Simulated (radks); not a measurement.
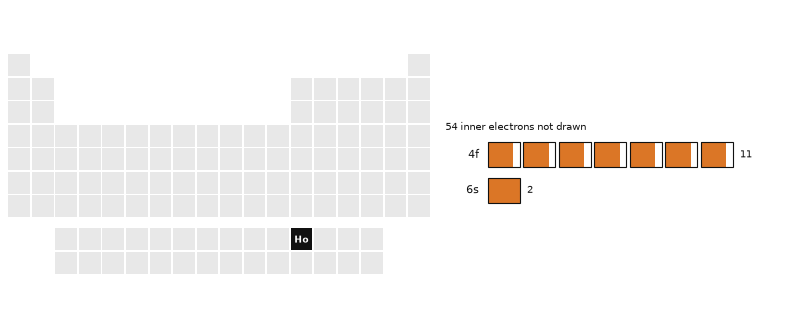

Figure 1. Left, the place of holmium in the periodic table; right, the outer shells as the input fills them: a box for each of the 2l + 1 orbitals, shaded by the share of the shell that is filled, with the electron count at the right.

**Run report: Ho, atomic calculation**

Atomic holmium (Ho) in the configuration [Xe] 4f11 6s2 (4f5/2: 6, 4f7/2: 5). Computed at this level: Dirac Kohn-Sham, PBEsol, spin-unpolarised, spherical densities, finite nucleus (the in-house radial solver radks).

### Input
```
Z 67
configuration [Xe] 4f11 6s2
relativity Dirac
functional pbe_sol,pbe_sol
spin unpolarised
j_filling energy
nucleus finite rms 5.2022 fm
c 137.035999084
mesh_step 0.012
max_iterations 57
```

Energies in input and log are in hartree, lengths in bohr (the nuclear radius in fm).

Hardware: 1 thread of Intel Xeon, 163 GiB of memory available, shared host.

The run was one of a batch that the task file lists, launched with:
```bash
python <driver script> task.json out
```

### The program's output
```
1s1/2   1   2.0000       -2035.95587536
2s1/2   1   2.0000        -340.37561139
2p1/2   1   2.0000        -324.03269780
2p3/2   1   4.0000        -292.56101335
3s1/2   1   2.0000         -76.00434277
3p1/2   1   2.0000         -68.84134464
3p3/2   1   4.0000         -62.26909237
3d3/2   1   4.0000         -49.96227818
3d5/2   1   6.0000         -48.52572777
4s1/2   1   2.0000         -14.99864503
4p1/2   1   2.0000         -12.15400141
4p3/2   1   4.0000         -10.67756217
4d3/2   1   4.0000          -5.98981739
4d5/2   1   6.0000          -5.72197356
4f5/2   1   6.0000          -0.13403344
4f7/2   1   5.0000          -0.09820636
5s1/2   1   2.0000          -1.84800557
5p1/2   1   2.0000          -1.08234923
5p3/2   1   4.0000          -0.89776153
6s1/2   1   2.0000          -0.13989158
Etot -12623.201695986758
Ekin 13885.384740260299
Encl -31181.776832020863
Eh 4940.82749544535
Exc -267.6370996715429
err 1.5657081894181078e-09
it 17
```

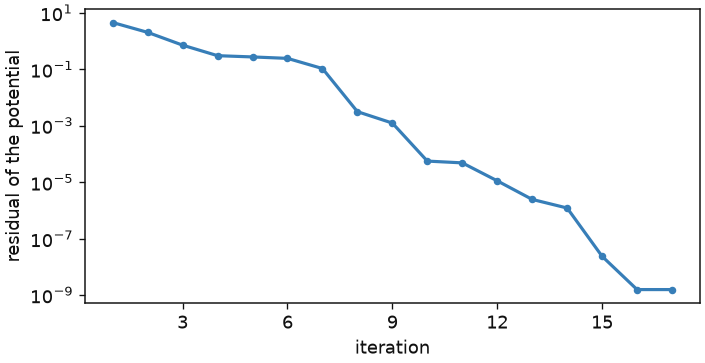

Figure 2. Convergence: residual of the potential against the iteration. The residual falls almost steadily, with no more than small rises or pauses. It goes from 4.5 to 1.6×10⁻⁹ in 17 steps.

### What the run reported

| quantity | value |
| --- | --- |
| outcome | converged |
| total energy | −12623.2017 hartree |
| kinetic energy | 13885.3847 hartree |
| electron–nucleus energy | −31181.7768 hartree |
| Hartree energy | 4940.8275 hartree |
| exchange–correlation energy | −267.637100 hartree |
| radius at density 0.001 e/bohr³ | 5.13 bohr |
| SCF iterations | 17 |

### What is odd here

A numerical setting was moved from its usual value: mesh step h = 0.012. The program ran to the end, and its total energy equals that of the same run with the usual input (−12623.20170 hartree) within 10⁻⁵ hartree, so the oddity leaves no trace in it.
